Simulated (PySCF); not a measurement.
# UCCSDT/6-31G run of OH (SMILES [OH])

Aim: the energy change on altering one bond length of OH at UCCSDT/6-31G, from 2 runs. 

The results are computed with PySCF 2.14.0.

9 further runs of the same task are left out: 9 set aside as unsound or not needed.

### Step 1. The system as given

OH: 2 atoms, total charge 0, spin state doublet. SMILES: `[OH]`. The shape is that of a GFN2-xTB optimisation.

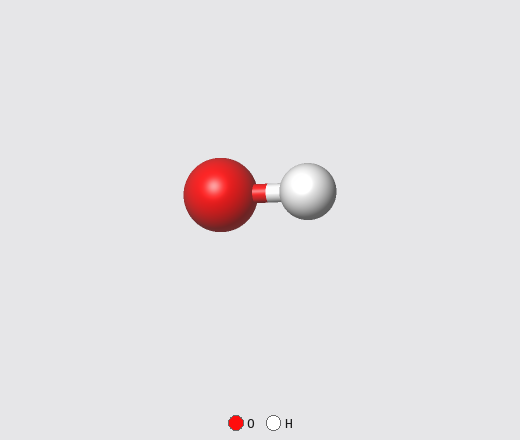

The structure, seen from a chosen angle (oxygen red, hydrogen white).

### Step 2. A single-point energy at UCCSDT/6-31G

run.py reads:

```python
from pyscf import gto, scf, cc

mol = gto.Mole()
mol.atom = 'O 0.411770 -0.131830 0.212430; H -0.411770 0.131830 -0.212430'
mol.max_memory = 1860
mol.verbose = 4
mol.basis = '6-31g'
mol.spin = 1
mol.build()

mf = scf.UHF(mol)
mf.conv_tol = 1e-10
mf.kernel()
if not mf.converged:
    mf = mf.newton().run(mf.mo_coeff, mf.mo_occ)

mycc = cc.CCSDT(mf, frozen=1)
mycc.kernel()
e_tot = mycc.e_tot
print(f'total energy: {e_tot:.8f} hartree')
```

The run is started by

```
$ OMP_NUM_THREADS=1 python run.py
```

The program printed:

```text
PySCF version 2.14.0

[INPUT] num. atoms = 2
[INPUT] num. electrons = 9
[INPUT] charge = 0
[INPUT] spin (= nelec alpha-beta = 2S) = 1
[INPUT] symmetry False subgroup None
[INPUT] Mole.unit = angstrom
[INPUT] Symbol           X                Y                Z      unit          X                Y                Z       unit  Magmom
[INPUT]  1 O      0.411770000000  -0.131830000000   0.212430000000 AA    0.778132526312  -0.249122595001   0.401434520641 Bohr   0.0
[INPUT]  2 H     -0.411770000000   0.131830000000  -0.212430000000 AA   -0.778132526312   0.249122595001  -0.401434520641 Bohr   0.0

nuclear repulsion = 4.39400761915188
number of shells = 7
number of NR pGTOs = 26
number of NR cGTOs = 11
basis = 6-31g
ecp = {}

[... 19 lines left out ...]
WARN: beta  nocc = 4  HOMO -0.431284236824765 >= LUMO -0.431284236824764
[... 42 lines left out ...]
converged SCF energy = -75.3631665389963  <S^2> = 0.75364434  2S+1 = 2.003641
[... 17 lines left out ...]
WARN: A large `blksize_v_aaa` is being used, which may cause large memory consumption
[... 3 lines left out ...]
WARN: A large `blksize_v_aab` is being used, which may cause large memory consumption
[... 11 lines left out ...]
Init t2, MP2 energy = -0.0879530590206045
[... 13 lines left out ...]
UCCSDT converged
[... 3 lines left out ...]
total energy: -75.46144148 hartree
```

Wall time 0.83 s (1 thread of Intel Xeon Platinum 8375C at 2.90GHz (Ice Lake), shared host); peak memory 0.1 GiB.

### Step 3. The distorted shape, same level

run.py reads:

```python
from pyscf import gto, scf, cc

molecule = gto.M(
    atom='''
O    1.894170  -0.606427   0.977193
H   -0.411770   0.131830  -0.212430
''',
    spin=1,
    basis='6-31g',
    verbose=4,
    max_memory=1860,
    charge=0,
)

hf = scf.UHF(molecule)
hf.conv_tol = 1e-10
hf.kernel()
if not hf.converged:
    hf = hf.newton().run(hf.mo_coeff, hf.mo_occ)

mycc = cc.CCSDT(hf, frozen=1)
mycc.kernel()
e_final = mycc.e_tot
print(f'total energy: {e_final:.8f} hartree')
```

The run is started by

```
$ OMP_NUM_THREADS=1 python run.py
```

The program printed:

```text
PySCF version 2.14.0

[INPUT] num. atoms = 2
[INPUT] num. electrons = 9
[INPUT] charge = 0
[INPUT] spin (= nelec alpha-beta = 2S) = 1
[INPUT] symmetry False subgroup None
[INPUT] Mole.unit = angstrom
[INPUT] Symbol           X                Y                Z      unit          X                Y                Z       unit  Magmom
[INPUT]  1 O      1.894170000000  -0.606427000000   0.977193000000 AA    3.579462533367  -1.145980944542   1.846627140842 Bohr   0.0
[INPUT]  2 H     -0.411770000000   0.131830000000  -0.212430000000 AA   -0.778132526312   0.249122595001  -0.401434520641 Bohr   0.0

nuclear repulsion = 1.56926923220922
number of shells = 7
number of NR pGTOs = 26
number of NR cGTOs = 11
basis = 6-31g
ecp = {}

[... 19 lines left out ...]
WARN: beta  nocc = 4  HOMO -0.388905449958708 >= LUMO -0.388905449958704
[... 58 lines left out ...]
converged SCF energy = -75.0657627858426  <S^2> = 0.75360368  2S+1 = 2.0036004
[... 17 lines left out ...]
WARN: A large `blksize_v_aaa` is being used, which may cause large memory consumption
[... 3 lines left out ...]
WARN: A large `blksize_v_aab` is being used, which may cause large memory consumption
[... 11 lines left out ...]
Init t2, MP2 energy = -0.192818965699619
[... 47 lines left out ...]
UCCSDT converged
[... 3 lines left out ...]
total energy: -75.33798947 hartree
```

Run time: 1.7 s. Hardware: 1 thread of Intel Xeon Platinum 8375C at 2.90GHz (Ice Lake), shared host; peak memory 0.1 GiB.

### Step 4. Summary of results

At UCCSDT/6-31G, 1 core orbital frozen:

| quantity | value |
| --- | --- |
| first shape: total energy | -75.46144 Eh |
| first shape: dipole moment (Hartree–Fock density) | 2.14 D |
| first shape: HOMO energy (Hartree–Fock orbitals) (highest over α and β) | -13.70 eV |
| first shape: LUMO energy (Hartree–Fock orbitals) (lowest over α and β) | 3.42 eV |
| first shape: correlation energy (1 core orbital frozen) | -98.3 mEh |
| first shape: ⟨S²⟩ of the reference determinant | 0.754 |
| first shape: T1 diagnostic | 0.006 |
| distorted shape: total energy | -75.33799 Eh |
| distorted shape: dipole moment (Hartree–Fock density) | 2.40 D |
| distorted shape: HOMO energy (Hartree–Fock orbitals) (highest over α and β) | -9.92 eV |
| distorted shape: LUMO energy (Hartree–Fock orbitals) (lowest over α and β) | -3.52 eV |
| distorted shape: correlation energy (1 core orbital frozen) | -272.2 mEh |
| distorted shape: ⟨S²⟩ of the reference determinant | 0.754 |
| distorted shape: T1 diagnostic | 0.136 |
| energy change with the O1–H2 bond stretched from 0.963 to 2.698 Å | 3.359 eV |

In words: With the O1–H2 bond stretched from 0.963 to 2.698 Å the energy rises by 3.36 eV (324 kJ/mol). The first shape isn't relaxed at this level, so the change isn't measured from a minimum. The T1 diagnostic (distorted shape) of 0.136 is above the customary mark for such species, so a single reference may not serve.
